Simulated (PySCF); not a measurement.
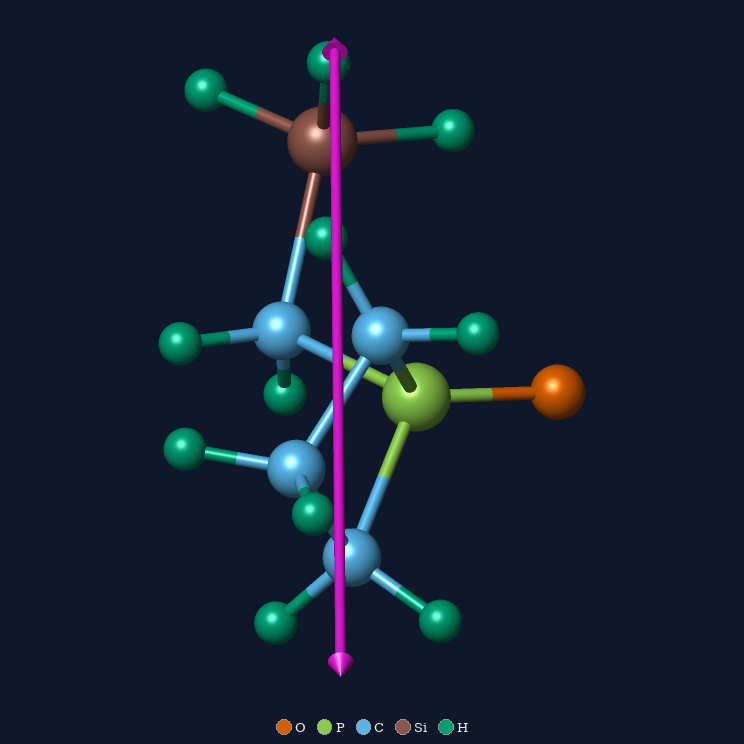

The double arrow shows the direction of the transition dipole to excited singlet state 5 (its length means nothing). Computed geometry: GFN2-xTB optimisation. No frequency run is at hand to confirm it as a minimum. Level of theory: TDDFT B3LYP/def2-SVPD, vertical, gas phase, core orbitals frozen in the response (PySCF 2.14.0).

### Give its energy, strength and character.

7.07 eV (175 nm), oscillator strength 0.028, mainly HOMO → LUMO+2 (weight 0.72); transition dipole 1.01 D.

The geometry is semi-empirical. Around P, Si such bond lengths and angles can be off by a tenth of an ångström or more and by several degrees, and values that hang on the shape move with them.
